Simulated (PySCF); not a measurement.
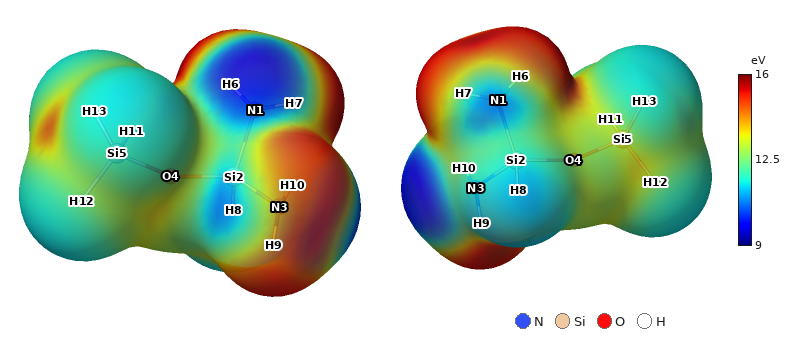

Figure 1: H₈N₂OSi₂, SMILES `N[SiH](N)O[SiH3]`. Average local ionisation energy on the surface of electron density 0.001 a.u. (back view left, front view right).

Computed with PySCF, CAM-B3LYP/def2-TZVP, geometry: GFN2-xTB. No frequency check shows the geometry to be a minimum.

Input

```python
import numpy as np
from pyscf import gto, scf, dft
from pyscf.scf import atom_ks, atom_hf
from scipy.linalg import block_diag

def solve(mol, dm0=None, hcore=None):
    mf = (dft.UKS if mol.spin else dft.RKS)(mol, xc='camb3lyp')
    mf.grids.level = 3
    mf = mf.density_fit(auxbasis='def2-universal-jkfit')
    mf.conv_tol, mf.max_cycle = 1e-8, 80
    if hcore is not None:
        mf.get_hcore = lambda *args: hcore
    mf.kernel(dm0)
    if not mf.converged:
        mf = mf.newton().run(mf.mo_coeff, mf.mo_occ, max_cycle=30)
    assert mf.converged, 'SCF not converged'
    return mf

mol = gto.M(atom='''
N      1.28838     1.47889     0.34508
Si     0.94807    -0.01933    -0.43346
N      1.88367    -1.17439     0.43098
O     -0.66842    -0.22408    -0.38405
Si    -2.16816    -0.04806     0.17660
H      0.72295     2.27176     0.08932
H      2.25259     1.75552     0.42296
H      1.25215    -0.18456    -1.85118
H      1.77000    -2.14654     0.19878
H      1.97152    -1.06753     1.42854
H     -2.17014    -0.16359     1.63624
H     -2.92031    -1.13166    -0.45416
H     -2.65455     1.27125    -0.23437
''', basis='def2-tzvp', charge=0, spin=0, verbose=4)
mf = solve(mol)
mf.analyze()
# spherically averaged free atoms, for the promolecule
atm = atom_ks.get_atm_nrks(mol, xc='camb3lyp')
pro = block_diag(*[(atm[a[0]][2] * atm[a[0]][3]) @ atm[a[0]][2].T for a in mol._atom])
np.savez('result.npz', e=mf.e_tot, c=mf.mo_coeff, occ=mf.mo_occ, eps=mf.mo_energy, pro=pro, dip=mf.dip_moment(verbose=0), s2=mf.spin_square()[0])
```

Run with:

```sh
OMP_NUM_THREADS=1 python input.py
```

The run took 27 s on 1 thread of Intel(R) Xeon(R) Platinum 8488C (Sapphire Rapids) (shared host), peak memory 0.89 GiB.

Partitions, critical points and surface values were worked out afterwards from this run's density.

Q: Locate the minima of the map.

A: The lowest value is 9.6 eV, 2.1 Å from N3. Further minima include 10.8 eV, near H9 (1.89 Å), H10 (1.95 Å) and N3 (2.04 Å); 11.1 eV, 1.5 Å from H8; 11.5 eV, 1.5 Å from H11. For comparison, the highest occupied orbital lies at −8.9 eV.

Q: What volume does the surface enclose, and what is the dipole moment?

A: About 146 Å³; the dipole moment is 0.8 D.
